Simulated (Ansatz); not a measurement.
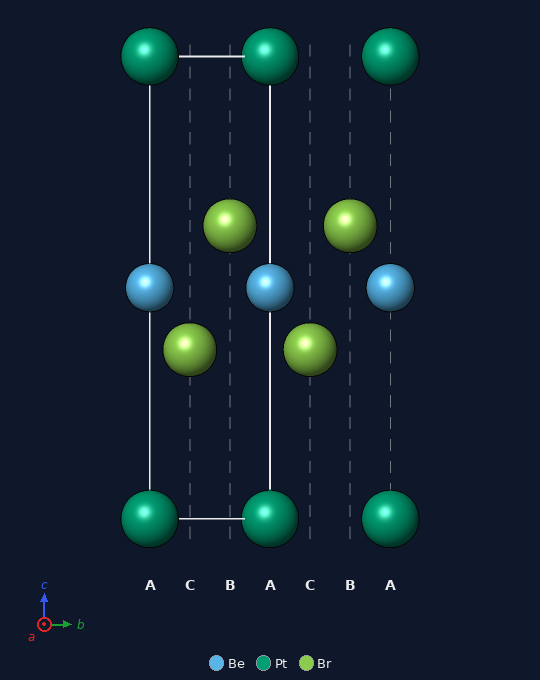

The picture looks along a close-packed row of the hexagonal mesh; c points upwards. The dashed lines mark the three columns A (0, 0), B (1/3, 2/3) and C (2/3, 1/3). The sequence starts with the first layer at or above the cell's origin.

System BePtBr₂ (space group P-3m1, No. 164); source of the atomic positions: coordinates from a relaxation with Ansatz, DFT PBE, scalar-relativistic, plane waves, PAW; the starting structure was generated, so it need not be a known form of this composition.

List the layers of one repeat.

Pt(A) – Br(C) – Be(A) – Br(B) (four layers in 10.66 Å).

How are the Br layers alone stacked?

Br layers alone: CB, the hexagonal type.

Which positions between or in the Br layers do the other atoms fill?

Be: one octahedral site; Pt: one octahedral site (per hexagonal cell).

Heights of the layers:

```json
{"layer": "1", "atoms (column)": "Pt(A)", "height (Å)": "0.00", "to next (Å)": "3.90"}
{"layer": "2", "atoms (column)": "Br(C)", "height (Å)": "3.90", "to next (Å)": "1.43"}
{"layer": "3", "atoms (column)": "Be(A)", "height (Å)": "5.33", "to next (Å)": "1.43"}
{"layer": "4", "atoms (column)": "Br(B)", "height (Å)": "6.76", "to next (Å)": "3.90"}
```
